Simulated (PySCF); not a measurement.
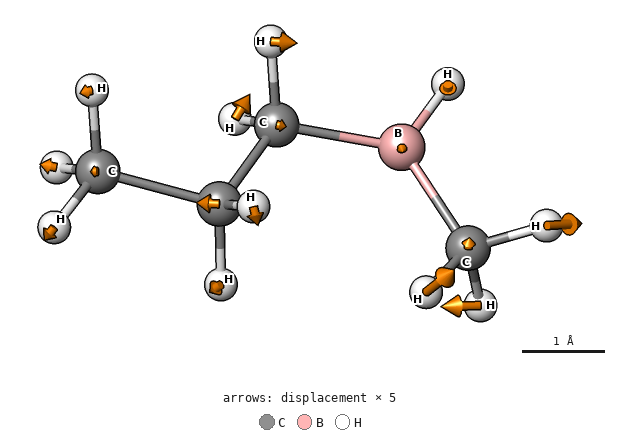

A relaxation of C₄H₁₁B. The starting structure is drawn; orange arrows show the displacements, 5 times their true length. The two geometries are superimposed by the best rigid fit.

A ball-and-stick model, seen from a free direction.

The start comes from GFN2-xTB. Its atoms were then displaced at random by about 0.01 Å.

Level of theory: PySCF 2.14.0, density-fitted response routines, PBE0-D3(BJ)/def2-SVP geometry optimisation, gas phase. 

What did the optimiser do to the structure, and how much energy did it gain?

The energy falls by 4.30 kcal/mol in 8 geometry steps. The largest move after the best rigid fit is that of an H atom, 0.14 Å. Largest moves by element: H 0.14 Å, C 0.06 Å, B 0.02 Å. Near-neighbour distances that change, for instance: C–H 1.054 → 1.101 Å, C–C 1.559 → 1.521 Å, B–C 1.592 → 1.563 Å, C–C 1.498 → 1.524 Å. Among the angles between lasting bonds that change: H–C–H 109.0° → 105.3°, C–C–H 105.8° → 109.3°, C–C–H 112.6° → 109.4°. Cost: 50 s on 1 thread of Arm Neoverse V1, on a shared host.
